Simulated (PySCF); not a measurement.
SMILES C[Si](C)(C)c1ccc(F)cc1 (C₉H₁₃FSi) at its GFN2-xTB optimised geometry (Å):

```
24

C     -2.7887    -1.4125    -1.6001
Si    -1.7452    -1.3563    -0.0028
C     -0.5863    -2.8675     0.0628
C     -2.8888    -1.3574     1.5253
C     -0.7330     0.2547     0.0000
C     -1.3837     1.4860    -0.0005
C     -0.6839     2.6780    -0.0002
C      0.6977     2.6314     0.0001
F      1.3952     3.7899     0.0005
C      1.3841     1.4323     0.0000
C      0.6583     0.2547     0.0000
H     -3.4545    -0.5577    -1.6683
H     -3.4010    -2.3083    -1.6381
H     -2.1592    -1.4066    -2.4850
H     -1.1586    -3.7899     0.0774
H      0.0698    -2.9065    -0.8013
H      0.0351    -2.8567     0.9530
H     -2.3180    -1.3059     2.4477
H     -3.4931    -2.2587     1.5625
H     -3.5669    -0.5097     1.5139
H     -2.4632     1.5140    -0.0009
H     -1.1886     3.6317    -0.0001
H      2.4632     1.4317     0.0000
H      1.1889    -0.6849     0.0001
```

Method: PBE/def2-SVP run with PySCF. Cells within 0.4 Å of a nucleus heavier than hydrogen are left out (blank, or x).

Map of the HOMO−1 amplitude (bohr^(-3/2)) on the plane z = 1.2 Å; orbital energy -6.48 eV, overall sign arbitrary:

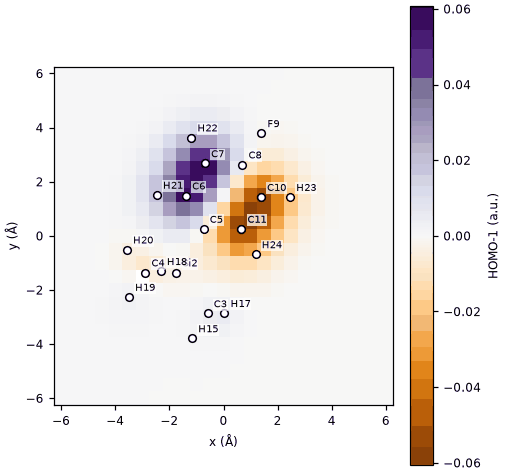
Figure: HOMO−1 amplitude (bohr^(-3/2)) on the plane z = 1.2 Å.
